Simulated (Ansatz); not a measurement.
# CH9ClSi3 (SMILES [SiH3][SiH2][SiH2]CCl): what the fields show

Input

```
crystal:
  periodic: [false, false, false]
  atoms:
    - { symbol: Si, position_ang: [-1.2775, 1.5895, 0.8209] }
    - { symbol: Si, position_ang: [0.7118, 0.639, 1.1515] }
    - { symbol: Si, position_ang: [0.5851, -1.375, 0.0378] }
    - { symbol: C, position_ang: [0.2623, -1.1405, -1.7243] }
    - { symbol: Cl, position_ang: [-1.19152, -0.29193, -2.09435] }
    - { symbol: H, position_ang: [-1.3806, 3.0009, 1.4267] }
    - { symbol: H, position_ang: [-2.3792, 0.7972, 1.3953] }
    - { symbol: H, position_ang: [-1.5487, 1.7735, -0.6562] }
    - { symbol: H, position_ang: [0.9666, 0.4457, 2.65] }
    - { symbol: H, position_ang: [1.8204, 1.4914, 0.6412] }
    - { symbol: H, position_ang: [-0.433, -2.2159, 0.7275] }
    - { symbol: H, position_ang: [1.9251, -2.1004, 0.2249] }
    - { symbol: H, position_ang: [0.22697, -2.21294, -2.28223] }
    - { symbol: H, position_ang: [1.12456, -0.67553, -2.2174] }
basis:
  gaussian: { orbitals: def2-SVP }
hamiltonian:
  xc: blyp
  dispersion: d4
relax:
  f_tol: 0.015
  max_steps: 40
output:
  orbitals: {}
```

Command:

```sh
ansatz run input.yaml --threads 2 --pin off --max-ram 3072MiB --backend cpu --events-out ev --progress --plain --runs-dir out
```

The fields are those of the run's last geometry, not of the input's.

Method: RKS BLYP-D4/def2-SVP (Ansatz).

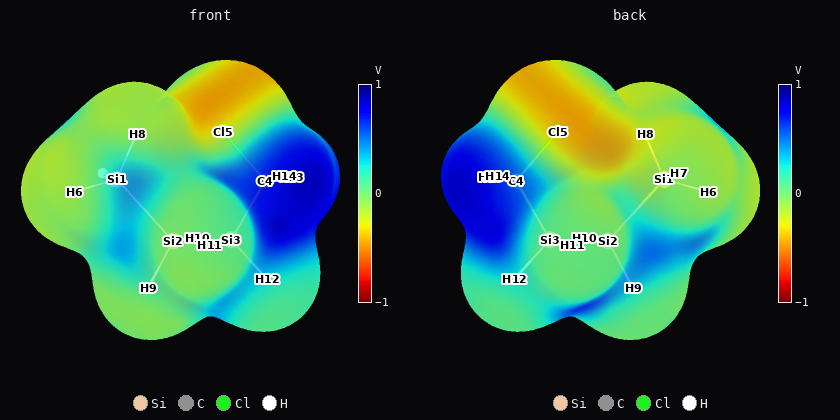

Figure 1. The electrostatic potential painted on the density surface at 0.001 e/bohr³, seen from the front and from behind; the colour scale runs from red (negative) to blue (positive).

Where is the surface potential most negative and most positive?

The most negative region (about −0.5 V) lies over Cl5, the most positive (about +0.8 V) over Si3, H13 and H14.

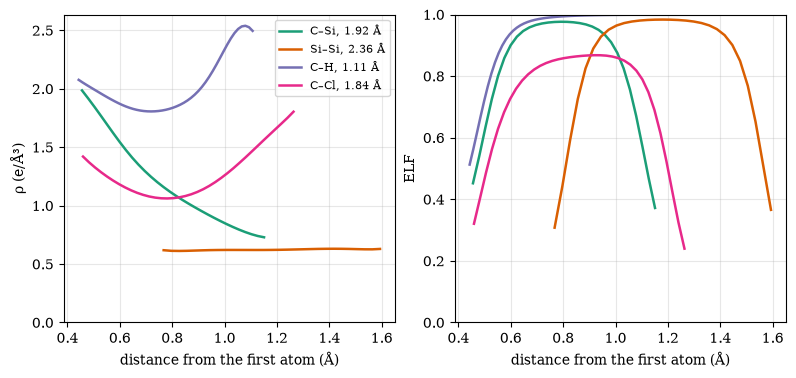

Figure 2. Total electron density and ELF along straight lines between neighbouring atoms. The curves leave out the atomic cores.

What kind of bonding do the profiles show?

C–Si (1.92 Å): ρ is about 0.9 e/Å³ halfway; the ELF peaks at about 1 between the atoms: localised, covalent bonding.
Si–Si (2.36 Å): ρ at the midpoint is about 0.62 e/Å³; the ELF peaks at about 1 between the atoms (a shared electron pair).
C–H (1.11 Å): ρ is about 1.9 e/Å³ halfway; the ELF climbs to about 1 towards the hydrogen, as it does in any bond to H; an ordinary covalent bond to hydrogen.
C–Cl (1.84 Å): ρ at the midpoint is about 1.1 e/Å³; the ELF peaks at about 0.85 between the atoms; localised, covalent bonding.

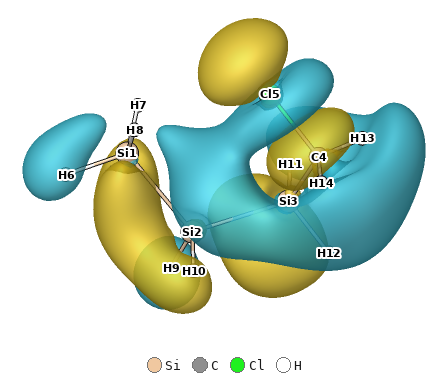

Figure 3. One frontier orbital at ±0.05 Å⁻³ᐟ² (yellow and cyan are the two phases), seen at a tilt.

Which orbital is it: HOMO or LUMO?

The LUMO, at −0.83 eV. Its weight (Hirshfeld) is mainly on Si3 (about 25 %), Cl5 (about 20 %), C4 (about 20 %) and Si2 (about 15 %).
